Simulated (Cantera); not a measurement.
Feed: 1 mol Si₃N₄, 0.44 mol N₂O, 220 mol H₂, 0.72 mol O₂, at 480 Pa.

Cantera equilibrium calculation (NASA polynomials, part measured and part estimated; ideal gas, pure solids and liquids). Candidate condensed phases: H₂O, Si, SiO₂, Si₂N₂O, Si₃N₄; 35 gas species. Mutual solubility and eutectic melting of coexisting phases are not modelled. The tables hold silica as quartz up to 1696 K and as liquid above; real silica turns to tridymite and cristobalite and melts near 1996 K. Rates play no part.

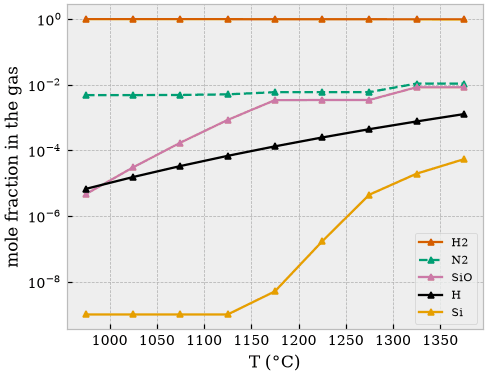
Figure: Equilibrium gas composition (values under 1e-9 drawn at 1e-9)

From 975 °C to 1125 °C the condensed part is SiO₂(β-quartz) + Si₂N₂O(s). From 1175 °C to 1275 °C the condensed part is Si₂N₂O(s). From 1325 °C to 1375 °C the condensed part is Si(s). The main Si-bearing gas is SiO throughout. The share of Si in condensed phases is highest at 975 °C (100.0 %) and lowest at 1375 °C (36.8 %).
